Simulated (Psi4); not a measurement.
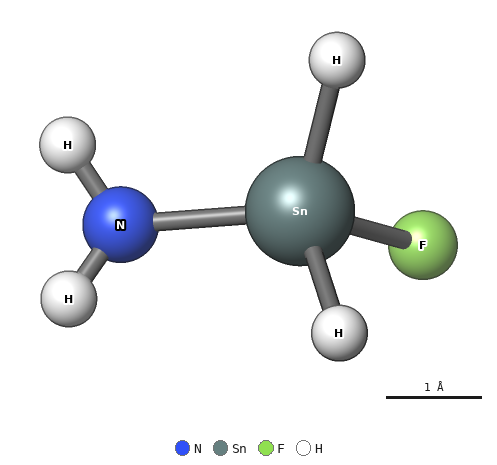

**Figure 1.** The structure (ball-and-stick view, seen at a tilt). Sticks mark near contacts. Bond lengths as drawn: F–Sn 2.31 Å, H–N 1.01 Å, H–Sn 1.70 Å and N–Sn 1.99 Å.

## SnNH4F: single-point calculation

System: SnNH4F.
Method: HF/def2-SV(P), RHF, core potentials def2 (Psi4 1.11).

A bond length was changed on purpose from its optimised value.

Input file (calc.dat)
```
memory 1.6 GB

molecule {
  N     -1.45856243     0.83298372    -2.05773601
  Sn     1.04022242     0.54309973     0.75020804
  F      0.44200694    -3.45347449     2.40448752
  H     -2.89399840     2.06716385    -1.84344106
  H     -0.78752069     0.90328153    -3.83918082
  H      0.31343375     2.50123394     3.18965550
  H      4.05849299     0.47374678    -0.34488825
  units bohr
  symmetry c1
}

set {
  basis     def2-SV(P)
  reference rhf
  puream    true
  scf_type  pk
}

energy_value = energy("scf")
```

Launch command:
```bash
psi4 calc.dat calc.out -n 1
```

What the program printed
```
Psi4 1.11 release

   => Loading Basis Set <=

    Name: DEF2-SV(P)
    Role: ORBITAL
    Keyword: BASIS

    !!!  WARNING: ECP capability is in beta. Please check occupations closely.  !!!

         ---------------------------------------------------------
                                   SCF
                              RHF Reference
                        1 Threads,   1525 MiB Core
         ---------------------------------------------------------

  ==> Geometry <==

    Molecular point group: c1
    Full point group: C1

    Geometry (in Bohr), charge = 0, multiplicity = 1:

       Center              X                  Y                   Z               Mass
    ------------   -----------------  -----------------  -----------------  -----------------
         N           -2.181115411053     0.723609540309    -2.720165311161    14.003074004430
         SN           0.317669438947     0.433725550309     0.087778738839   119.902201630000
         F           -0.280546041053    -3.562848669691     1.742058218839    18.998403162730
         H           -3.616551381053     1.957789670309    -2.505870361161     1.007825032230
         H           -1.510073671053     0.793907350309    -4.501610121161     1.007825032230
         H           -0.409119231053     2.391859760309     2.527226198839     1.007825032230
         H            3.335940008947     0.364372600309    -1.007317551161     1.007825032230

  Running in c1 symmetry.

  Rotational constants: A =      0.32131  B =      0.14404  C =      0.10663 [cm^-1]
  Rotational constants: A =   9632.53126  B =   4318.29226  C =   3196.67282 [MHz]
  Nuclear repulsion =  134.717845625174760

  Charge       = 0
  Multiplicity = 1
  Electrons    = 42
  Nalpha       = 21
  Nbeta        = 21

  ==> Algorithm <==

  SCF Algorithm Type is PK.
  DIIS enabled.
  MOM disabled.
  Fractional occupation disabled.
  Guess Type is SAD.
  Energy threshold   = 1.00e-06
  Density threshold  = 1.00e-06
  Integral threshold = 1.00e-12

  ==> Primary Basis <==

  Basis Set: DEF2-SV(P)
    Blend: DEF2-SV(P)
    Number of shells: 30
    Number of basis functions: 62
    Number of Cartesian functions: 66
    Spherical Harmonics?: true
    Max angular momentum: 2

  Core potential: DEF2-SV(P)
    Number of shells: 4
    Number of ECP primitives: 18
    Number of ECP core electrons: 28
    Max angular momentum: 3

  ==> Integral Setup <==

  Using in-core PK algorithm.
   Calculation information:
      Number of atoms:                   7
      Number of AO shells:              30
      Number of primitives:             63
      Number of atomic orbitals:        66
      Number of basis functions:        62

      Integral cutoff                 1.00e-12
      Number of threads:                 1

  Performing in-core PK
  Using 3816162 doubles for integral storage.
  We computed 102582 shell quartets total.
  Whereas there are 108345 unique shell quartets.

  ==> DiskJK: Disk-Based J/K Matrices <==

    J tasked:                  Yes
    K tasked:                  Yes
    wK tasked:                  No
    Memory [MiB]:             1144
    Schwarz Cutoff:          1E-12

  Minimum eigenvalue in the overlap matrix is 2.5339501021E-02.
  Reciprocal condition number of the overlap matrix is 5.6247884933E-03.
    Using symmetric orthogonalization.

  ==> Pre-Iterations <==

  SCF Guess: Superposition of Atomic Densities via on-the-fly atomic UHF (no occupation information).

   -------------------------
    Irrep   Nso     Nmo
   -------------------------
     A         62      62
   -------------------------
    Total      62      62
   -------------------------

  ==> Iterations <==

                        Total Energy        Delta E     RMS |[F,P]|

   @RHF iter SAD:  -366.84172803447893   -3.66842e+02   0.00000e+00
   @RHF iter   1:  -369.21364907407099   -2.37192e+00   1.01133e-02 DIIS/ADIIS
   @RHF iter   2:  -369.31633413081727   -1.02685e-01   7.15813e-03 DIIS/ADIIS
   @RHF iter   3:  -369.38807394177229   -7.17398e-02   5.44812e-04 DIIS/ADIIS
   @RHF iter   4:  -369.38905962502008   -9.85683e-04   2.64589e-04 DIIS/ADIIS
   @RHF iter   5:  -369.38923827673210   -1.78652e-04   8.83423e-05 DIIS
   @RHF iter   6:  -369.38927354070717   -3.52640e-05   3.31840e-05 DIIS
   @RHF iter   7:  -369.38928067705933   -7.13635e-06   6.88143e-06 DIIS
   @RHF iter   8:  -369.38928095329476   -2.76235e-07   1.38299e-06 DIIS
   @RHF iter   9:  -369.38928096187931   -8.58455e-09   3.10898e-07 DIIS
  Energy and wave function converged.

  ==> Post-Iterations <==

    Orbital Energies [Eh]
    ---------------------

    Doubly Occupied:

       1A    -26.145318     2A    -15.560284     3A     -5.920111
       4A     -4.110846     5A     -4.109035     6A     -4.109005
       7A     -1.390503     8A     -1.382510     9A     -1.377570
      10A     -1.373185    11A     -1.371847    12A     -1.353660
      13A     -1.117284    14A     -0.690395    15A     -0.670630
      16A     -0.537662    17A     -0.511434    18A     -0.495317
      19A     -0.491200    20A     -0.479336    21A     -0.423480

    Virtual:

      22A      0.079737    23A      0.109639    24A      0.126951
      25A      0.183841    26A      0.212906    27A      0.239481
      28A      0.296428    29A      0.333769    30A      0.382550
      31A      0.424025    32A      0.475910    33A      0.531801
      34A      0.586253    35A      0.601049    36A      0.750533
      37A      0.836534    38A      0.875542    39A      0.950858
      40A      0.979452    41A      1.055546    42A      1.151359
      43A      1.203393    44A      1.233131    45A      1.598137
      46A      1.635500    47A      1.642946    48A      1.942185
      49A      2.439710    50A      2.478473    51A      2.704894
      52A      2.804201    53A      2.986826    54A      3.604211
      55A      3.605260    56A      3.605475    57A      3.608787
      58A      3.650505    59A     15.129519    60A     15.187979
      61A     15.686794    62A     52.281363

    Final Occupation by Irrep:
              A
    DOCC [    21 ]
    NA   [    21 ]
    NB   [    21 ]

  @RHF Final Energy:  -369.38928096187931

   => Energetics <=

    Nuclear Repulsion Energy =            134.7178456251747605
    One-Electron Energy =                -860.9730222725290787
    Two-Electron Energy =                 356.8658956854750386
    Total Energy =                       -369.3892809618793081

Computation Completed

Properties will be evaluated at   0.000000,   0.000000,   0.000000 [a0]

Properties computed using the SCF density matrix

 Multipole Moments:

 ------------------------------------------------------------------------------------
     Multipole            Electronic (a.u.)      Nuclear  (a.u.)        Total (a.u.)
 ------------------------------------------------------------------------------------

 L = 1.  Multiply by 2.5417464519 to convert [e a0] to [Debye]
 Dipole X            :         13.3565824          -13.0037989            0.3527836
 Dipole Y            :         14.2367992          -11.9504798            2.2863194
 Dipole Z            :          5.9791315           -6.9190728           -0.9399413
 Magnitude           :                                                    2.4970387

 ------------------------------------------------------------------------------------

	total time  =          0 seconds =       0.00 minutes

    Psi4 run time: 0:00:00.83
```

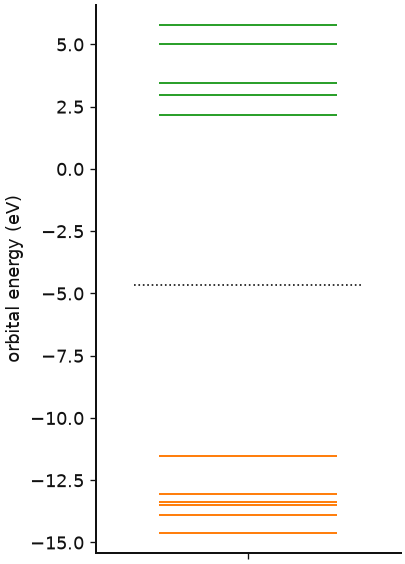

**Figure 2.** Orbital energies near the frontier; the dotted line parts filled from empty levels, and levels within 0.02 eV of each other stand side by side. Highest filled −11.52 eV, lowest empty 2.17 eV, 13.69 eV apart.

Results in brief

| quantity | value |
| --- | --- |
| outcome | converged |
| total energy | −369.389281 hartree |
| basis functions | 62 |
| HOMO | −11.52 eV |
| LUMO | 2.17 eV |
| dipole moment | 6.35 D |
| hardware | 1 thread of AMD EPYC (Zen 5), 16 GiB of memory available, shared host |
| wall time | 1.6 s |
| peak memory | 0.21 GiB |
